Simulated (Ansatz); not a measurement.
# What LiGeF3 (model cell, started as cubic perovskite with Ge in the octahedra) distorts into

Wanted: the energy along a soft mode of LiGeF3 (model cell, started as cubic perovskite with Ge in the octahedra) and the structure at the end.

Calculated with Ansatz 0.2.0; DFT r2SCAN, scalar-relativistic, plane waves, PAW; PAW set soft_1.

The structure was built from a prototype and need not be the compound's stable phase.

### 1. The structure

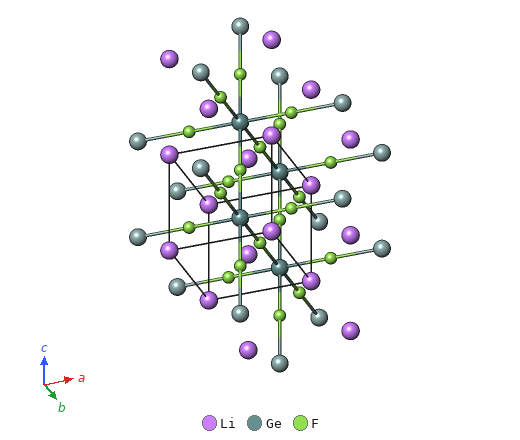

Start, viewed from a free direction; lithium purple, germanium teal, fluorine green. 1×2×2 cells are drawn. Some periodic images of atoms are drawn too.

### 2. Phonons on a q mesh

The cell comes from relaxations at this level that are not shown. Stability and thermal properties need the whole zone. Linear response on a 2×2×2 q mesh gives force constants as far as a supercell of that size would, and the tensors from the zone-centre run are typed in so that the long-range dipole term is interpolated apart.

Contents of input.yaml:

```yaml
crystal:
  lattice:
    - [4.3400973773, 0.0, 0.0]
    - [0.0, 4.3400973773, 0.0]
    - [0.0, 0.0, 4.3400973773]
  atoms:
    - { symbol: Li, position: [0.0, 0.0, 0.0] }
    - { symbol: Ge, position: [0.5, 0.5, 0.5] }
    - { symbol: F, position: [0.5, 0.5, 0.0] }
    - { symbol: F, position: [0.5, 0.0, 0.5] }
    - { symbol: F, position: [0.0, 0.5, 0.5] }
kpoints:
  mp_grid: { grid: [12, 12, 12] }
hamiltonian:
  xc: r2scan
  pseudopotentials: { kind: paw, azcp: { folder: soft_1 } }
scf:
  occupations: { method: fixed }
output:
  eigenvalues: true
phonons:
  method: dfpt
  qmesh: [2, 2, 2]
  temperatures: { t_max: 1000, t_step: 50 }
  qpath:
    path:
      - [[0.0, 0.0, 0.0], [0.0, 0.5, 0.0], [0.5, 0.5, 0.0], [0.0, 0.0, 0.0], [0.5, 0.5, 0.5], [0.0, 0.5, 0.0]]
      - [[0.5, 0.5, 0.5], [0.5, 0.5, 0.0]]
    npoints: 10
  non_analytic_term:
    high_frequency_dielectric_tensor: [[3.4248, 0.0, 0.0], [0.0, 3.4248, 0.0], [0.0, 0.0, 3.4248]]
    born_effective_charges:
      - { species: Li, tensor: [[1.2413, 0.0, 0.0], [0.0, 1.2413, 0.0], [0.0, 0.0, 1.2413]] }
      - { species: Ge, tensor: [[3.7783, 0.0, 0.0], [0.0, 3.7783, 0.0], [0.0, 0.0, 3.7783]] }
      - { species: F, tensor: [[-0.3902, 0.0, 0.0], [0.0, -0.3902, 0.0], [0.0, 0.0, -4.2391]] }
      - { species: F, tensor: [[-0.3902, 0.0, 0.0], [0.0, -4.2391, 0.0], [0.0, 0.0, -0.3902]] }
      - { species: F, tensor: [[-4.2391, 0.0, 0.0], [0.0, -0.3902, 0.0], [0.0, 0.0, -0.3902]] }
    source: "zone-centre run at this cell"
```

Run with:

```bash
ansatz run input.yaml --threads 8 --pin off --max-ram 16384MiB --backend cpu --events-out ev --progress --plain --runs-dir out
```

Numbers of over 12 decimals in the logs are rounded to 6 here.

What it wrote:

```text
Engine: ansatz 0.2.0, x86_64-unknown-linux-gnu
Pseudopotentials: kind: paw
Pseudopotential: Li, paw, valence charge 3, recommended cutoff 500 eV (meta_gga), soft_1/Li.paw.azcp
Pseudopotential: Ge, paw, valence charge 14, recommended cutoff 500 eV (meta_gga), soft_1/Ge.paw.azcp
Pseudopotential: F, paw, valence charge 7, recommended cutoff 500 eV (meta_gga), soft_1/F.paw.azcp
Functional definition: r2SCAN
  parameter k0 = 0.174
  parameter k1 = 0.065
  parameter a1 = 4.9479
  exchange = r2scan_x(k0 = k0, k1 = k1, a1 = a1)
  correlation = r2scan_c
Crystal: 5 atoms, lattice volume = 81.752 Å³
Basis set: ecut = 500 eV, 2103 PW (Γ), exchange–correlation on 320×320×320 points (1000 copies of the dense FFT grid, shifted against one another)
Bands: 24, of which v1, the nominal top of the filled ones, is band 19 counted from 1 (18 counted from 0)
Symmetry: 48 space group operations
k-points: 518 of 1728 (irreducible under 2 space group operations, time reversal used)
Non-local potential: Li, projectors of the file, l = 0: 3, l = 1: 2, l = 2: 1
Non-local potential: Ge, projectors of the file, l = 0: 2, l = 1: 2, l = 2: 3, l = 3: 1
Non-local potential: F, projectors of the file, l = 0: 2, l = 1: 2, l = 2: 1
PAW form: soft (Blöchl's): semilocal exchange-correlation on the pseudo side does not see the compensation charge
PAW frozen core: Ge, regenerated for the run's functional (the file was generated under x = pbe(κ = 0.804, μ = 0.219515), c = pbe(β = 0.066725))
PAW frozen core: F, regenerated for the run's functional (the file was generated under x = pbe(κ = 0.804, μ = 0.219515), c = pbe(β = 0.066725))
PAW one-centre angular grid: Li, 302 points (default); XC on 295 of its mesh's 2161 points in the sphere
PAW one-centre angular grid: Ge, 590 points (default); XC on 160 Gauss nodes
PAW one-centre angular grid: F, 302 points (default); XC on 160 Gauss nodes
Initial density: superposition of atomic densities (chi_scale 0.1, normalization cell), built separately for each of the 2 bonded fragments (scf.initial_density.interfragment_charge_transfer: auto; true builds it for the cell as a whole; a typed value also counts as a typed key of the start: scf.initial_density.chi_scale says what that changes, if anything)
Initial wavefunctions: pseudopotential atomic-orbital guess
Functional: x = r2scan, c = r2scan; τ floored in thin density (d = 2e-4 eV/Å³)
SCF iter   1: F=—  HF=-6940.836441 eV  |F-HF|=—  |Δ(HF+E_count)|=         —  Δρ=7.38e-2  dr2=4.75e0  dr2_τ=2.86e-2  ethr=3.10e-3  ⟨swp⟩=4.8  Hψ=51941  notcnv=0  defer=1410
preconditioner: auto → Resta (q_TF=auto, 2.401 Å⁻¹)  ε∞=4.3  [insulator: Δε(μ)=1.163 eV  Ē_g=10.176 eV  n_scr=18 (ndim 8)  ℏωp=18.4 eV  f_vac=0.011  ε∞_Penn≈4.3]
SCF iter   2: F=—  HF=-6939.347831 eV  |F-HF|=—  |Δ(HF+E_count)|=    1.49e0  Δρ=3.10e-2  dr2=1.39e0  dr2_τ=2.20e-2  ethr=3.10e-3  ⟨swp⟩=2.8  Hψ=28636  notcnv=0  defer=1165
SCF iter   3: F=—  HF=-6938.978446 eV  |F-HF|=—  |Δ(HF+E_count)|=   3.69e-1  Δρ=1.76e-2  dr2=3.76e-1  dr2_τ=1.19e-2  ethr=3.10e-3  ⟨swp⟩=2.2  Hψ=23985  notcnv=0  defer=1016
SCF iter   4: F=—  HF=-6938.891760 eV  |F-HF|=—  |Δ(HF+E_count)|=   8.67e-2  Δρ=5.27e-3  dr2=4.07e-2  dr2_τ=6.28e-4  ethr=9.89e-4  ⟨swp⟩=4.0  Hψ=21615  notcnv=0  defer=1541
SCF iter   5: F=—  HF=-6938.893921 eV  |F-HF|=—  |Δ(HF+E_count)|=   2.16e-3  Δρ=3.99e-3  dr2=8.57e-3  dr2_τ=4.75e-4  ethr=1.07e-4  ⟨swp⟩=2.3  Hψ=27931  notcnv=0  defer=1533
SCF iter   6: F=—  HF=-6938.891424 eV  |F-HF|=—  |Δ(HF+E_count)|=   2.50e-3  Δρ=9.50e-4  dr2=6.60e-4  dr2_τ=2.77e-5  ethr=2.26e-5  ⟨swp⟩=2.0  Hψ=22285  notcnv=0  defer=1543
SCF iter   7: F=—  HF=-6938.892150 eV  |F-HF|=—  |Δ(HF+E_count)|=   7.26e-4  Δρ=2.70e-4  dr2=5.33e-5  dr2_τ=3.10e-6  ethr=1.74e-6  ⟨swp⟩=2.0  Hψ=22803  notcnv=0  defer=1543
SCF iter   8: F=—  HF=-6938.892170 eV  |F-HF|=—  |Δ(HF+E_count)|=   2.00e-5  Δρ=4.06e-5  dr2=1.20e-6  dr2_τ=4.45e-8  ethr=1.40e-7  ⟨swp⟩=2.0  Hψ=22366  notcnv=0  defer=1453
SCF iter   9: F=—  HF=-6938.892171 eV  |F-HF|=—  |Δ(HF+E_count)|=   1.72e-6  Δρ=9.52e-6  dr2=5.35e-8  dr2_τ=3.25e-9  ethr=3.17e-9  ⟨swp⟩=2.0  Hψ=22009  notcnv=0  defer=553
SCF iter  10: F=—  HF=-6938.892172 eV  |F-HF|=—  |Δ(HF+E_count)|=   8.56e-8  Δρ=1.64e-6  dr2=2.57e-9  dr2_τ=6.23e-11  ethr=1.41e-10  ⟨swp⟩=2.0  Hψ=21756  notcnv=0  defer=555
SCF iter  11: F=—  HF=-6938.892172 eV  |F-HF|=—  |Δ(HF+E_count)|=   3.55e-9  Δρ=4.69e-7  dr2=1.18e-10  dr2_τ=8.72e-12  ethr=6.78e-12  ⟨swp⟩=2.0  Hψ=21756  notcnv=0  defer=555
SCF iter  12: F=—  HF=-6938.892172 eV  |F-HF|=—  |Δ(HF+E_count)|=  8.55e-11  Δρ=1.81e-7  dr2=1.87e-11  dr2_τ=9.54e-13  ethr=1.00e-12  ⟨swp⟩=2.1  Hψ=20599  notcnv=0  defer=555
SCF iter  13: F=-6938.892172 eV  HF=-6938.892172 eV  |F-HF|=9.09e-13  |Δ(HF+E_count)|=  6.37e-12  Δρ=2.32e-8  dr2=3.48e-13  dr2_τ=3.80e-14  ethr=1.00e-12  ⟨swp⟩=11.6  Hψ=65628  notcnv=0
SCF 1 converged in 13 iterations: F = -6938.892172 eV  dr2 = 3.48e-13
  greatest PAW one-centre occupation: 0.999 electrons in one spin orbital (limit 2), on the Li atom at site 0 (counted from 0), in its partial waves of l = 0
DFPT response loops at Γ: preconditioner auto → none (the input reference at scf.mixing.eps_inf says where Resta's filter doesn't serve); β = 0.50; Broyden in place of MSR1
NSCF: frozen V_eff on 84 k-points
NSCF: frozen V_eff on 686 k-points
DFPT response loops at q = (0, 0, -0.5) (fractional): mixed as the last ones told, above
NSCF: frozen V_eff on 686 k-points
DFPT response loops at q = (0, -0.5, -0.5) (fractional): mixed as the last ones told, above
NSCF: frozen V_eff on 686 k-points
DFPT response loops at q = (-0.5, -0.5, -0.5) (fractional): mixed as the last ones told, above
SCF converged after 13 iterations
Free energy (F): -6938.892172 eV
Harris-Foulkes:  -6938.892172 eV  (|F-HF|=9.09e-13)
Internal energy: -6938.892172 eV  (E = F + TS)
E sigma→0 (E₀):  -6938.892172 eV
Fermi energy:    4.737982 eV
--- Per-component energies (eV) ---
  E_band       = -475.245189
  E_kinetic    = 701.630568
  E_local      = -5003.896794  (includes V_loc(G=0)·N_el)
  E_nonlocal   = 449.361133
  E_hartree    = 2149.062579
  E_xc         = -304.325504
  E_vxc        = -419.173268  (∫ρ·V_xc dr)
  E_paw        = -2661.554896  (= ΣΔE_a)
  E_vpaw       = -531.519466  (= ΣTr[D̂ρ^β])
  E_aug_tail   = 0.001122  (compensation charges beyond the density's cutoff)
  E_vtau       = 30.226350  (kinetic-family band-sum trace: ∫τ·v_τ [+ j·A + Jᵃ·Aᵃ] dr)
  E_ewald      = -2267.990445
  E_core_change = -1.179936  (= ΣΔE_core)
  E_smearing   = -0.000000  (= −TS)
  E_closure    = -0.000000  (closes the sum)
  Σ components = -6938.892172   (vs F -6938.892172, Δ=0.00e0)
--- Band table (eV; the first three rows and the last of 518) ---
  k-point 0: bands = [... 15 lower, -1.3184, -1.3075, -1.3075, -1.3075, 6.1644, 10.2633, 10.2633, 10.2633, ... 1 higher]
  k-point 1: bands = [... 15 lower, -1.3143, -1.3106, -1.3106, -1.0403, 6.2176, 10.0035, 10.2681, 10.2681, ... 1 higher]
  k-point 2: bands = [... 15 lower, -1.3329, -1.3091, -1.3091, -0.4561, 6.3645, 9.4397, 10.2841, 10.2841, ... 1 higher]
  k-point 517: bands = [... 15 lower, -0.8871, -0.8871, -0.8871, 4.7380, 6.9069, 6.9069, 6.9069, 8.6974, ... 1 higher]
--- Phonons (Γ-DFPT): 4 representative perturbations + reference, on 518 of 1728 k-points (Σ response iterations 25) ---
  k mesh reduced under 2 symmetry operations, with k and −k counted as one. Each operation leaves every solved perturbation unchanged. A smaller set is not considered because the functional reads the kinetic-energy density
  ASR residual: 2.251e-4 → 0.000e0 eV/Å²; symmetrization residual: 4.532e-6 eV/Å²
  ASR residual per site (eV/Å²): 2.25e-4 2.97e-5 7.32e-5 7.32e-5 7.32e-5
  Γ frequencies (cm⁻¹): -308.10 -308.10 -308.10 -216.47 -216.47 -216.47 -83.78 -83.78 -83.78 0.00 0.00 0.00 155.43 155.43 155.43
--- Phonons (arbitrary-q DFPT): 4 irreducible q on the 2×2×2 mesh ---
  q = [0.0000, 0.0000, 0.0000] (star 1, of the zone-centre solve; hermiticity 1.64e-6, symmetrization 9.89e-10): -308.10 -308.10 -308.10 -216.47 -216.47 -216.47 -83.78 -83.78 -83.78 0.00 0.00 0.00 155.43 155.43 155.43
  q = [0.0000, 0.0000, -0.5000] (star 3, 9 solved perturbations in 2646 linear systems a pass and spin channel, the states on 343 of 1728 k-point pairs; hermiticity 7.25e-7, symmetrization 2.79e-12): -295.58 -295.58 -206.77 -206.77 -95.75 -74.06 -74.06 -61.37 77.64 77.64 103.53 103.53 137.05 255.90 415.30
  q = [0.0000, -0.5000, -0.5000] (star 3, 9 solved perturbations in 2646 linear systems a pass and spin channel, the states on 343 of 1728 k-point pairs; hermiticity 4.21e-7, symmetrization 2.84e-13): -283.12 -202.48 -202.48 -182.20 -140.87 -64.07 -64.07 54.61 54.61 89.30 147.73 271.35 271.35 297.17 414.43
  q = [-0.5000, -0.5000, -0.5000] (star 1, 4 solved perturbations in 931 linear systems a pass and spin channel, the states on 343 of 1728 k-point pairs; hermiticity 5.50e-8, symmetrization 5.02e-12): -217.17 -217.17 -217.17 -141.39 -141.39 -141.39 210.72 210.72 210.72 212.54 212.54 212.54 296.71 296.71 425.95
  sum rule: each row above includes the acoustic sum rule's correction from the zone centre's row sums; it moved no ω² by more than (2.97 cm⁻¹)²
  mesh force constants: q→R imaginary residual 1.12e-17; ASR residual 2.251e-4 → 0.000e0 eV/Å²; symmetrization residual 5.329e-15 eV/Å²
  interpolated dispersion: 63 rows × 15 modes
  density of states and harmonic sums: on the 14×14×14 q-mesh, interpolated from the force constants of a 2×2×2 supercell (with the dipole–dipole term of supplied tensors)
  largest difference from the sums on the solved wave vectors: F 5.98e-2 eV, S 9.21e-5 and C_V 3.38e-5 eV/K
  zero-point energy: 0.087791 eV/cell   skipped modes (ω ≤ 0): 899, of them read as no rigid motion or as one in doubt: 896 (7.496e0 modes/cell left out, lowest -308.10 cm⁻¹)   left out of the sums: 5.00e-1 of the cell's modes: C_V's classical limit lies that fraction below 3 k_B per atom; for a crystal, a wire or a layer, F and S can be off by more, and a phonons.interpolated_qmesh denser along its periods is the remedy for the sampling
```

The job ended after 10 min (8 threads of AMD EPYC 7B13 (Zen 3), shared host; peak memory 10 GiB).

In the SCF lines HF is the Harris–Foulkes energy and dr2 the Hartree energy of the density residual, in eV; the loop may stop once dr2 is under the threshold and the program's other checks hold. Hψ counts applications of the Hamiltonian.

Numbers from this step:

```
gap on the k-mesh                                       : 1.426 eV
volume per atom                                         : 16.35 Å³
sum-rule residual before enforcement                    : 2.25e-4 eV/Å²
lowest frequency on the path                            : -308.1 cm⁻¹
point group                                             : m-3m
highest frequency on the path or at a solved wavevector : 425.9 cm⁻¹
highest optical mode at the zone centre (no LO-TO term) : 155.4 cm⁻¹
lowest optical zone-centre mode                         : -308.1 cm⁻¹
lowest mode on the q mesh (acoustic modes at Γ apart)   : -308.1 cm⁻¹
```

Frequencies (cm⁻¹) solved at each irreducible wavevector; negative means imaginary. Frequencies by wavevector, by row:

| q in reciprocal lattice units | star | mode 1 | mode 2 | mode 3 | mode 4 | mode 13 | mode 14 | mode 15 |
| --- | --- | --- | --- | --- | --- | --- | --- | --- |
| 0 0 0 | 1 | -308.1 | -308.1 | -308.1 | -216.5 | 155.4 | 155.4 | 155.4 |
| 0 0 -0.5 | 3 | -295.6 | -295.6 | -206.8 | -206.8 | 137.1 | 255.9 | 415.3 |
| 0 -0.5 -0.5 | 3 | -283.1 | -202.5 | -202.5 | -182.2 | 271.4 | 297.2 | 414.4 |
| -0.5 -0.5 -0.5 | 1 | -217.2 | -217.2 | -217.2 | -141.4 | 296.7 | 296.7 | 425.9 |

Interpolated from a 2×2×2 q mesh, rough between the solved points, with the LO-TO term (at Γ the limit along the path; where Γ stands inside the path, tables give the limit on arrival). Phonon branches along the path, in cm⁻¹:

| point | branch 1 | branch 2 | branch 3 | branch 4 | branch 12 | branch 13 | branch 14 | branch 15 |
| --- | --- | --- | --- | --- | --- | --- | --- | --- |
| Γ | -308 | -308 | -263 | -216 | 137 | 155 | 155 | 419 |
| X | -296 | -296 | -207 | -207 | 104 | 137 | 256 | 415 |
| M | -283 | -202 | -202 | -182 | 271 | 271 | 297 | 414 |
| Γ | -308 | -308 | -263 | -216 | 137 | 155 | 155 | 419 |
| R | -217 | -217 | -217 | -141 | 212 | 297 | 297 | 426 |
| X | -296 | -296 | -207 | -207 | 104 | 137 | 256 | 415 |
| jump to R | -217 | -217 | -217 | -141 | 212 | 297 | 297 | 426 |
| M | -283 | -202 | -202 | -182 | 271 | 271 | 297 | 414 |

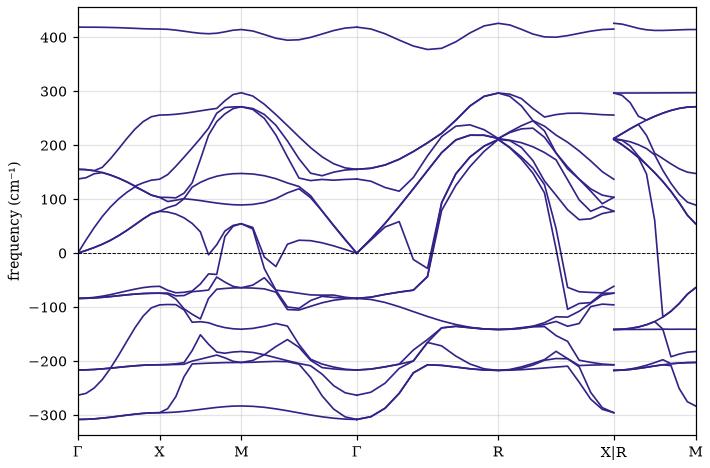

Phonon branches along the path.

Symmetry leaves 4 wavevectors to solve. The lowest mode among them, the acoustic zeros apart, lies at Γ and is imaginary, 308.1i cm⁻¹, so the energy falls along it.

### 3. The mode frozen in, largest atomic shift 0 Å

The mode followed lies at q = (0, 0, -0.5) with frequency 295.6i cm⁻¹ and is 2-fold degenerate, one of the unstable modes though not the softest. At small amplitude the distorted cell has space group no. 51 by a symmetry search on the positions. The undistorted cell that holds it gives the zero of energy on the same k mesh.

System of this step: LiGeF3 (model cell, started as cubic perovskite with Ge in the octahedra). It takes space group Pm-3m (No. 221, cubic). The conventional cell has a = 4.340 Å, b = 4.340 Å, c = 4.340 Å, α = 90.00°, β = 90.00°, γ = 90.00°. Nearest to Li lie 12 F at 3.07 Å. Nearest to Ge lie 6 F at 2.17 Å. F has 2 Ge at 2.17 Å nearest. Nearest to F lie 2 Ge at 2.17 Å. Farther neighbours and most contacts between anions are not listed.

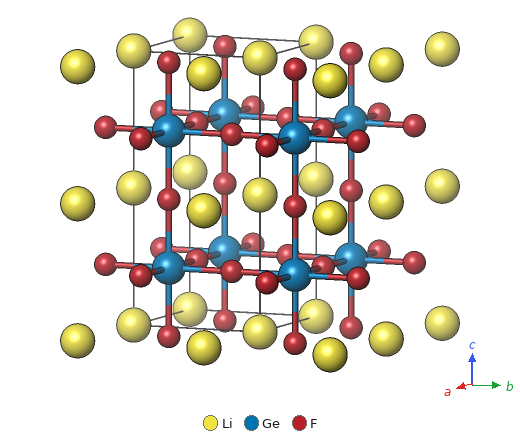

The cell of this step (lithium yellow, germanium blue, fluorine red). 2×2×1 cells are drawn. Some periodic images of atoms are drawn too.

Contents of input.yaml:

```yaml
crystal:
  lattice:
    - [4.3400973773, 0.0, 0.0]
    - [0.0, 4.3400973773, 0.0]
    - [0.0, 0.0, 8.6801947546]
  atoms:
    - { symbol: Li, position: [0.0, 0.0, 0.0] }
    - { symbol: Li, position: [0.0, 0.0, 0.5] }
    - { symbol: Ge, position: [0.5, 0.5, 0.25] }
    - { symbol: Ge, position: [0.5, 0.5, 0.75] }
    - { symbol: F, position: [0.5, 0.5, 0.0] }
    - { symbol: F, position: [0.5, 0.5, 0.5] }
    - { symbol: F, position: [0.5, 0.0, 0.25] }
    - { symbol: F, position: [0.5, 0.0, 0.75] }
    - { symbol: F, position: [0.0, 0.5, 0.25] }
    - { symbol: F, position: [0.0, 0.5, 0.75] }
kpoints:
  mp_grid: { grid: [6, 6, 4] }
hamiltonian:
  xc: r2scan
  pseudopotentials: { kind: paw, azcp: { folder: soft_1 } }
scf:
  occupations: { method: gaussian, width: 0.02 }
output:
  forces: true
  stress: true
  eigenvalues: true
```

What it wrote:

```text
[...]
Crystal: 10 atoms, lattice volume = 163.504 Å³
Basis set: ecut = 500 eV, 4191 PW (Γ), exchange–correlation on 128×128×256 points (64 copies of the dense FFT grid, shifted against one another)
Bands: 48, of which v1, the nominal top of the filled ones, is band 38 counted from 1 (37 counted from 0)
Symmetry: 32 space group operations
[...]
k-points: 30 of 144
[...]
k-point 0: bands = [... 34 lower, -1.3064, -1.2969, -1.2969, 1.6617, 6.1646, 6.5710, 8.3585, 9.8747, ... 4 higher]
  k-point 1: bands = [... 34 lower, -1.2991, -1.2991, -0.7701, 1.2180, 6.2814, 6.6875, 8.3185, 9.7397, ... 4 higher]
  k-point 2: bands = [... 34 lower, -1.3044, -1.3044, 0.2393, 0.2393, 6.5588, 6.5588, 8.8415, 8.8415, ... 4 higher]
  k-point 29: bands = [... 34 lower, -0.8885, -0.8885, 3.7845, 3.7845, 6.9015, 6.9015, 6.9015, 6.9015, ... 4 higher]
[key lines of the parts left out:]
SCF converged after 11 iterations
Free energy (F): -13877.782250 eV
Fermi energy:    5.451531 eV
P = ⅓ Tr σ = 0.0143 GPa (0.143 kbar)
```

Wall time 3.5 s (8 threads); peak memory 1.2 GiB; 25 s of CPU time.

This step gave:

```
pressure                         : 0.01427 GPa
energy from the undistorted cell : 0 meV/atom
```

At this level the gap is 1.43 eV on the k-mesh of the self-consistent run, which can miss the band edges.

### 4. The mode frozen in, largest atomic shift 0.32 Å

The atoms are moved along the unstable eigenvector, the largest shift by 0.32 Å, with the cell fixed.

input.yaml, the sections that differ from step 3:

```yaml
crystal:
  lattice:
    - [4.3400973773, 0.0, 0.0]
    - [0.0, 4.3400973773, 0.0]
    - [0.0, 0.0, 8.6801947546]
  atoms:
    - { symbol: Li, position: [0.0, 0.0, 0.0] }
    - { symbol: Li, position: [0.0, 0.0, 0.5] }
    - { symbol: Ge, position: [0.5, 0.4908720427, 0.25] }
    - { symbol: Ge, position: [0.5, 0.5091279573, 0.75] }
    - { symbol: F, position: [0.5, 0.5, 0.0] }
    - { symbol: F, position: [0.5, 0.5, 0.5] }
    - { symbol: F, position: [0.5, 0.0737310646, 0.25] }
    - { symbol: F, position: [0.5, -0.0737310646, 0.75] }
    - { symbol: F, position: [0.0, 0.4799758579, 0.25] }
    - { symbol: F, position: [0.0, 0.5200241421, 0.75] }
# kpoints, hamiltonian, scf, output: as in step 3
```

What it wrote:

```text
[...]
Crystal: 10 atoms, lattice volume = 163.504 Å³
Basis set: ecut = 500 eV, 4191 PW (Γ), exchange–correlation on 128×128×256 points (64 copies of the dense FFT grid, shifted against one another)
Bands: 48, of which v1, the nominal top of the filled ones, is band 38 counted from 1 (37 counted from 0)
Symmetry: 8 space group operations
[...]
k-points: 48 of 144
[...]
k-point 0: bands = [... 34 lower, -1.2389, -1.2367, -0.6438, 2.0384, 6.2200, 6.6094, 8.3921, 9.9455, ... 3 higher]
  k-point 1: bands = [... 34 lower, -1.2691, -1.2455, -0.2092, 1.6174, 6.3280, 6.7073, 8.3817, 9.7900, ... 3 higher]
  k-point 2: bands = [... 34 lower, -1.2687, -1.2687, 0.7015, 0.7015, 6.5835, 6.5835, 8.9044, 8.9044, ... 3 higher]
  k-point 47: bands = [... 34 lower, -0.9935, -0.9935, 3.5744, 3.5744, 7.0807, 7.0807, 7.7139, 7.7139, ... 3 higher]
[key lines of the parts left out:]
SCF converged after 10 iterations
Free energy (F): -13878.082526 eV
Fermi energy:    5.343458 eV
P = ⅓ Tr σ = 1.9616 GPa (19.616 kbar)
```

Elapsed: 4.8 s, on 8 threads; peak memory 1.3 GiB.

Numbers from this step:

```yaml
pressure: 1.962 GPa
gap_on_the_k_mesh: 1.753 eV
energy_from_the_undistorted_cell: -30.03 meV/atom
```

The energy, extrapolated to zero smearing, is -30.03 meV/atom against the undistorted cell.

The run ends at a pressure of 1.96 GPa, with forces up to 1.1 eV/Å.

(Part 1 of 2 ends here.)

[Logs are printed without paths, hosts, clocks, repeated set-up lines and the standing remarks that a program may print on its own settings, such as how far it seeks lower states.]

[Hosts, paths, dates, database ids (printed as entryN), source tags and the programs' standing remarks are cut or masked in the printed files.]
